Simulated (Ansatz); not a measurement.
**Ag: response to strain**

The parent structure is Ag in the fcc (Cu type) structure (space group Fm-3m, No. 225; a = 4.1485 Å).

Strains are applied to the cell and any free atomic positions relax.

Level of theory: Ansatz (a first-principles code) PBE, scalar-relativistic without spin-orbit coupling.

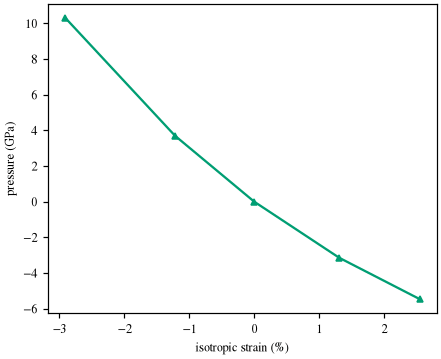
*Pressure against isotropic strain*

```
isotropic strain (%)  pressure
--------------------  --------
-2.91                 10.3 GPa
-1.22                  3.7 GPa
1.31                  -3.1 GPa
2.55                  -5.5 GPa
```

Stability against distortions was not tested.
